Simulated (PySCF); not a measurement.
**C3H7F2Si2 (doublet): density, localisation and related maps**

```xyz
14

C    -1.9319   -1.6465   -0.6106
C    -1.0909   -0.6606   -0.9033
Si   -0.0746    0.2718    0.3810
Si    1.8907   -0.5753    1.1734
C     0.4622    1.8983   -0.5353
F     1.3286    1.6177   -1.5551
F     1.1539    2.7090    0.3188
H    -2.4552   -2.2104   -1.3667
H    -2.1445   -1.9195    0.4104
H    -0.9014   -0.4464   -1.9508
H    -0.9713    0.7580    1.4485
H     1.9230   -1.9623    1.6497
H     3.1557   -0.3395    0.4770
H    -0.3448    2.5054   -0.9640
```

Geometry: GFN2-xTB.

Level of theory: PySCF, UKS B3LYP, pcH-1 on C F H Si, non-relativistic, mean-field spin-orbit, GIAO.

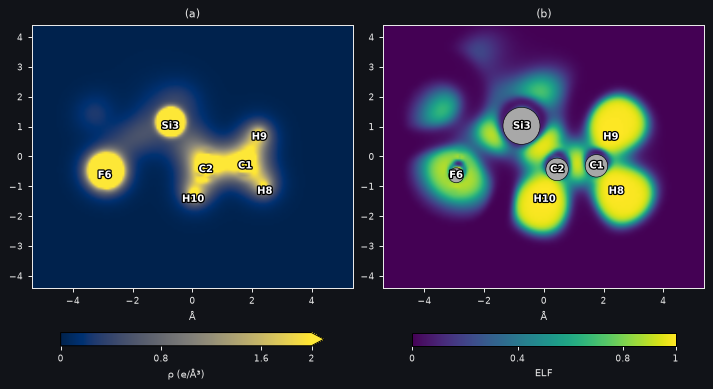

Figure 1. (a) electron density; (b) electron localisation function on the plane of atoms Si3, C2 and H10. Grey discs cover the atomic cores in the ELF map.

> Read the bonding off the picture.

- The section cuts through C, Si, F and H sites.
- C–C (1.33 Å): ρ is about 2.2 e/Å³ halfway; the ELF peaks at about 0.90 between the atoms: a multiple bond.
- C–Si (1.88 Å): the density is about 1 e/Å³ at the midpoint; the ELF peaks at about 0.95 between the atoms, as expected for localised, covalent bonding.
- C–H (1.08 Å): the density is about 2.1 e/Å³ at the midpoint; the ELF climbs to about 1 towards the hydrogen, as it does in any bond to H.
- The ELF also peaks beside F6, away from the bonds: non-bonding electrons, paired or unpaired.

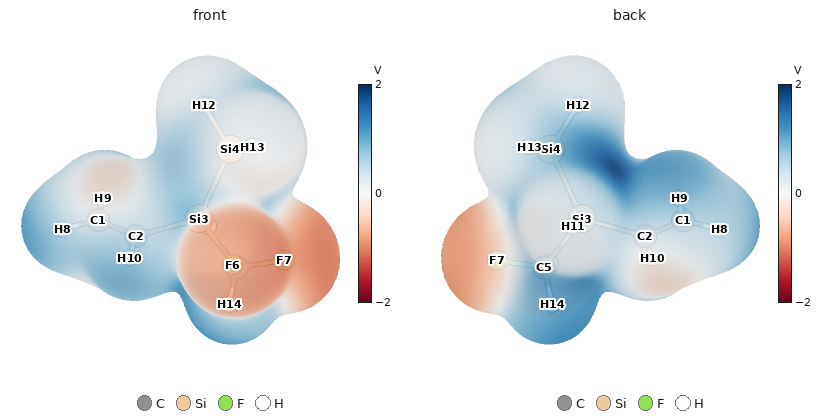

Figure 2. The electrostatic potential painted on the density surface at 0.002 e/bohr³, seen from the front and from behind; the colour scale runs from red (negative) to blue (positive).

> Which sites attract a positive test charge, and which a negative one?

A positive charge is drawn to the negative regions and a negative charge to the positive ones. The most negative region (about −1.0 V) lies over F6 and F7, the most positive (about +1.7 V) over Si3.
